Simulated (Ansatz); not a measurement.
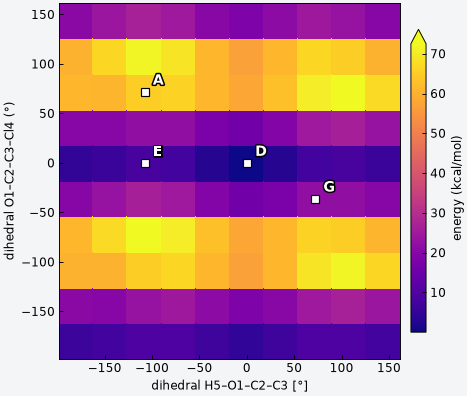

C₂H₃ClO, SMILES OC=CCl. 
- First axis: dihedral H5–O1–C2–C3. Second axis: dihedral O1–C2–C3–Cl4.
- Nothing is relaxed (all other coordinates rigid).
- Grid: 10 × 10 points; 52 points were computed and 48 follow by symmetry.
- Points are written as (first, second).
- Energies: kcal/mol, counted from the relaxed molecule at the same level.
- The dihedral twists a double bond; near 90° a spin-restricted reference is unreliable.
- All numbers below come from RKS PBE0-D4/def2-TZVP in Ansatz 0.2.0.

In the figure: one coloured cell a grid point, one colour for all values above the top of the scale, lettered points.

**Rank the lettered points by energy, lowest first.**

D (0 kcal/mol), E (8 kcal/mol), G (22 kcal/mol), A (65 kcal/mol).
